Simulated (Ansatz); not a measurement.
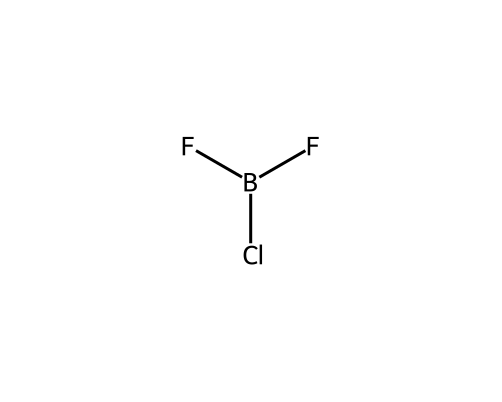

2D structure.

Give its SMILES.

FB(F)Cl

What is the molecular formula?

BClF2.

An optimisation with PBE0-D4/def2-TZVP gave a structure of which point group?

C2v.

The parts below concern this one geometry. Atoms keep their numbers from picture to picture. The geometry was computed by an optimisation with PBE0-D4/def2-TZVP.

Shape

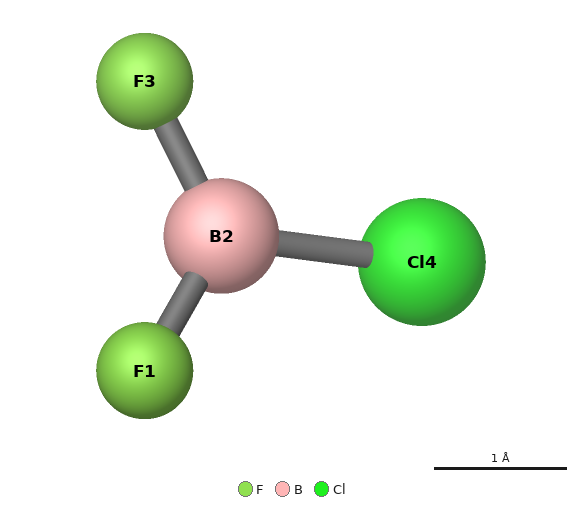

Numbered structure.

Give the bond lengths.

| bond | length (Å) | order |
| --- | --- | --- |
| F1–B2 | 1.310 | single |
| B2–F3 | 1.310 | single |
| B2–Cl4 | 1.740 | single |

Electronic properties

Level of theory: RKS PBE0-D4/def2-TZVPP (Ansatz 0.2.0).

Estimate the HOMO energy (Kohn–Sham orbital).

−9.91 eV.

Estimate the LUMO energy (Kohn–Sham orbital).

−0.20 eV.

Give the vertical ionisation energy at this level.

12.80 eV.

Dipole moment

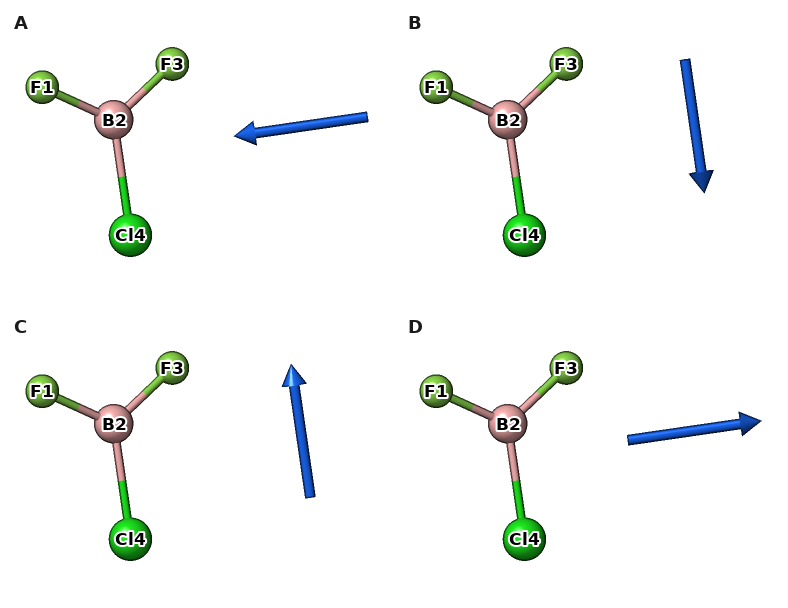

The same molecule four times, each with an arrow. Properties computed with RKS PBE0-D4/def2-TZVP (Ansatz 0.2.0).

Which arrow points along the dipole moment, from the negative to the positive end?

B. The dipole moment is 0.28 D; it points from the side of F1, F3 to the side of Cl4 (the outermost atoms at the two ends).

Vibrations

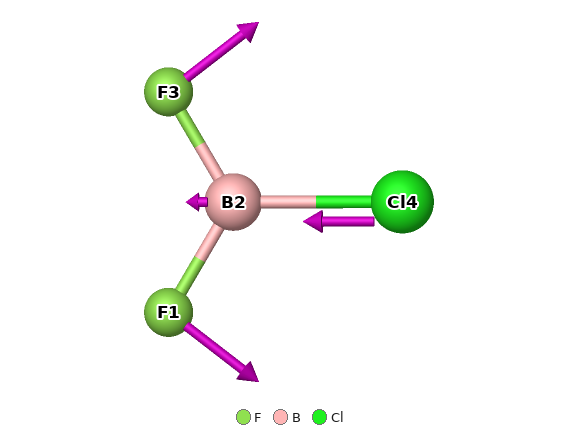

The arrows show one normal mode. Harmonic vibrations computed with RKS PBE0-D4/def2-TZVP (Ansatz 0.2.0) at a stationary point of the same level.

At what wavenumber does it lie?

424 cm⁻¹; it is mode 2 of 6 counted from the lowest.
